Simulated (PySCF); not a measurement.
Molecule: C₄H₆O, SMILES COC1=CC1.

```xyz
11

C      1.3058    -1.1507     0.4612
O      0.6084     0.0556     0.7018
C     -0.2565     0.3810    -0.2350
C     -0.8600     0.1504    -1.3639
C     -1.2271     1.4243    -0.6047
H      1.9862    -1.3031     1.3079
H      0.6067    -2.0003     0.3907
H      1.8869    -1.0868    -0.4737
H     -1.0630    -0.4370    -2.2523
H     -0.8690     2.4030    -0.9678
H     -2.1919     1.4895    -0.0728
```

GIAO shifts, KT2/pcSseg-2 with PySCF, at a PBE0-D3(BJ)/def2-SVP geometry (no frequency check), against TMS for ¹H computed at the same level. Gas phase, fully decoupled, line heights follow the number of nuclei, widths are arbitrary (no quadrupolar broadening); values of one conformer, averaged over methyl-type rotors and exact or near symmetry; other conformers aren't averaged in.

Question: Which ¹H signals does it give?

Answer: 3 signals.


| δ (ppm) | nuclei | atoms |
| --- | --- | --- |
| 4.97 | 1 | H9 |
| 3.80 | 3 | H6, H7, H8 |
| 2.00 | 2 | H10, H11 |

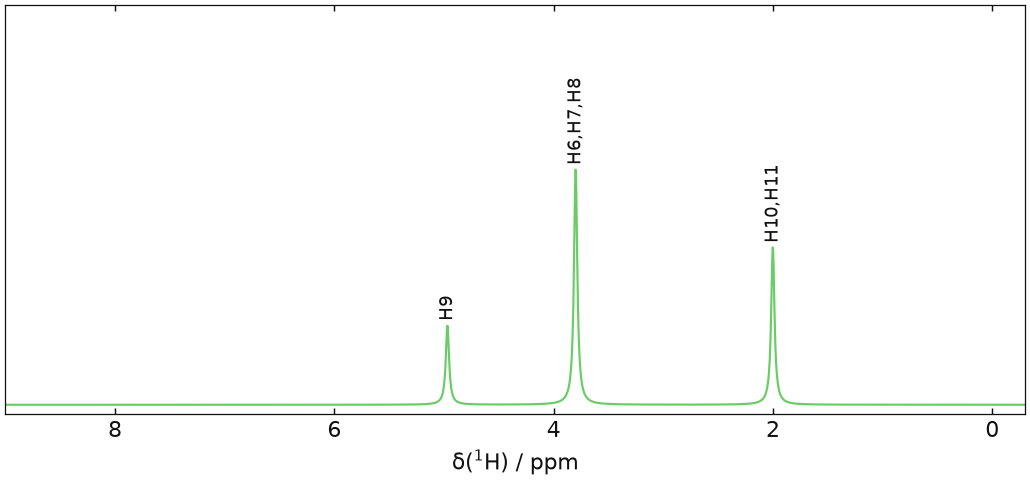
